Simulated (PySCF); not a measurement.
# [Yb(N2)]3+: other functionals and bases at one geometry

How far do other levels of theory move the description of [Yb(N2)]3+, and what does each cost? The species was built from a template and needn't be a known compound.

The runs use PySCF 2.14.0; several levels, as the steps say, no spin–orbit coupling.

3 further runs of the same task are left out: 2 for a known fault of the program, 1 that didn't finish.

## Step 1: The system as given

3 atoms, charge 3, spin multiplicity 1.

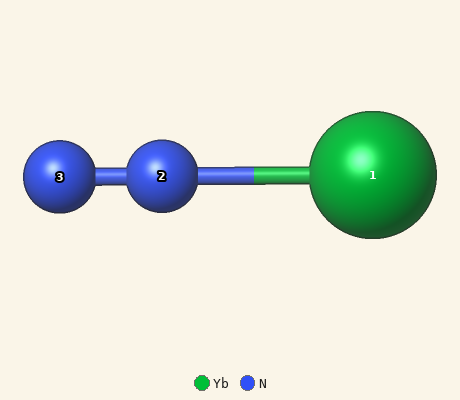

The geometry (ytterbium green, nitrogen blue); atoms are numbered from 1 in the order of the file.

Coordinates:

```
atom   x (Å)   y (Å)    z (Å)
 Yb1  0.0000  0.0000  -0.3686
  N2  0.0000  0.0000   1.9492
  N3  0.0000  0.0000   3.0743
```

Formal oxidation states: Yb +3. Each metal's 13 4f electrons lie in its core potential, so multiplicities, spins and levels count the valence alone. An earlier session relaxed this geometry at BP86, Yb lcecp-1-SVP with ECP59, N def2-SVP (singlet, point group C∞v).

At BP86 on the finer grid: E = -147.431241 Eh, HOMO -26.80 eV, LUMO -22.66 eV, Mulliken charge on Yb1 +2.62 e, largest force component 0.010 eV/Å. 

Levels to run: revPBE; r2SCAN; PBE0; HF; BP86, TZVP. Hardware: 2 threads of Intel Xeon 6975P-C (Granite Rapids), shared host.

## Step 2: revPBE

Input file run.py (the lines that set the calculation):

```python
mol = gto.M(atom='''
Yb     0.00000     0.00000    -0.36858
N      0.00000     0.00000     1.94923
N      0.00000     0.00000     3.07427''',
    basis={'Yb': 'lcecp-1-SVP', 'N': 'def2-SVP'},
    ecp={'Yb': 'lcecp-1-SVP'},
    charge=3, spin=0)
mf = dft.RKS(mol, xc='PBE_R,PBE')
mf.grids.atom_grid = (75, 302)  # f atoms: unpruned, at least (60, 302)
mf = mf.density_fit()  # fitting sets: Yb AutoAux, N def2-universal-JKFIT
mf.conv_tol = 1e-08; mf.max_cycle = 55
mf.kernel(dm0)  # dm0: the density of the relaxed state
```

Launch:

```
$ OMP_NUM_THREADS=2 python run.py
```

## Step 3: r2SCAN

run.py (the lines that set the calculation): that of step 2 with these lines changed.

```diff
@@ -7,3 +7,3 @@
     charge=3, spin=0)
-mf = dft.RKS(mol, xc='PBE_R,PBE')
+mf = dft.RKS(mol, xc='R2SCAN')
 mf.grids.atom_grid = (75, 302)  # f atoms: unpruned, at least (60, 302)
```

## Step 4: PBE0

run.py (the lines that set the calculation): that of step 3 with these lines changed.

```diff
@@ -7,3 +7,3 @@
     charge=3, spin=0)
-mf = dft.RKS(mol, xc='R2SCAN')
+mf = dft.RKS(mol, xc='PBE0')
 mf.grids.atom_grid = (75, 302)  # f atoms: unpruned, at least (60, 302)
```

## Step 5: HF

run.py (the lines that set the calculation): that of step 4 with these lines changed.

```diff
@@ -7,4 +7,3 @@
     charge=3, spin=0)
-mf = dft.RKS(mol, xc='PBE0')
-mf.grids.atom_grid = (75, 302)  # f atoms: unpruned, at least (60, 302)
+mf = scf.RHF(mol)
 mf = mf.density_fit()  # fitting sets: Yb AutoAux, N def2-universal-JKFIT
```

## Step 6: BP86, TZVP

Basis: Yb lcecp-1-TZVP with ECP59, N def2-TZVP. 

Input file run.py (the lines that set the calculation):

```python
mol = gto.M(atom='''
Yb     0.00000     0.00000    -0.36858
N      0.00000     0.00000     1.94923
N      0.00000     0.00000     3.07427''',
    basis={'Yb': 'lcecp-1-TZVP', 'N': 'def2-TZVP'},
    ecp={'Yb': 'lcecp-1-TZVP'},
    charge=3, spin=0)
mf = dft.RKS(mol, xc='B88,P86')
mf.grids.atom_grid = (75, 302)  # f atoms: unpruned, at least (60, 302)
mf = mf.density_fit()  # fitting sets: Yb AutoAux, N def2-universal-JKFIT
mf.conv_tol = 1e-08; mf.max_cycle = 55
mf.kernel(dm0)  # dm0: free metal ions and neutral atoms
```

Before running it: what results should come out? Wanted: for each run, HOMO; gap; charge on Yb1; dipole; largest force.

**Answer**, as computed:

| level | state | HOMO (eV) | gap (eV) | charge on Yb1 (e) | dipole (D) | largest force (eV/Å) | basis functions | time |
| --- | --- | --- | --- | --- | --- | --- | --- | --- |
| BP86 (relaxed here) | singlet | -26.80 | 4.13 | 2.62 | 0.12 | 0.01 | 61 | 2.4 s |
| revPBE | singlet | -26.65 | 4.05 | 2.62 | 0.10 | 0.20 | 61 | 1.2 s |
| r2SCAN | singlet | -27.11 | 5.15 | 2.68 | 0.45 | 1.63 | 61 | 1.6 s |
| PBE0 | singlet | -28.57 | 7.00 | 2.67 | 0.46 | 2.46 | 61 | 1.2 s |
| HF | singlet | -32.68 | 14.66 | 2.79 | 1.00 | 7.49 | 61 | 0.5 s |
| BP86, TZVP | singlet | -26.85 | 4.14 | 2.71 | 0.01 | 1.15 | 109 | 4.5 s |

Times are on 2 threads of Intel Xeon 6975P-C (Granite Rapids), shared host; the first row also made further properties. The dipole of a charged species depends on the origin, so these sizes hold for this origin alone.

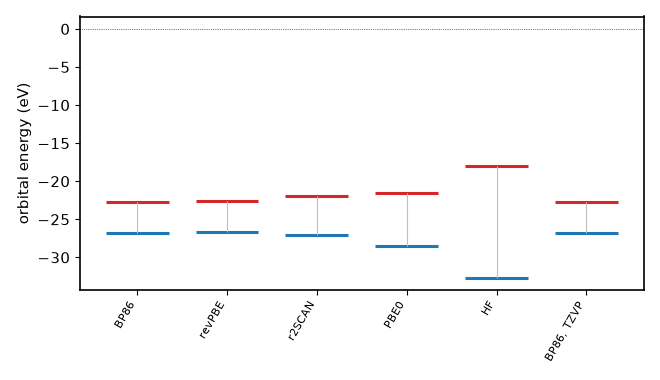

Highest filled and lowest empty level, method by method.

In one basis the HOMO–LUMO gap runs from 4.05 eV (revPBE) to 14.66 eV (HF). The largest leftover force, 7.49 eV/Å with HF, stands at a geometry relaxed at another level. The Mulliken charge on Yb spans +2.62 to +2.79 e over the levels. With 4f in the core, its levels are missing from HOMO and gap. Total energies of different levels can't be compared. Spin–orbit coupling is left out throughout.
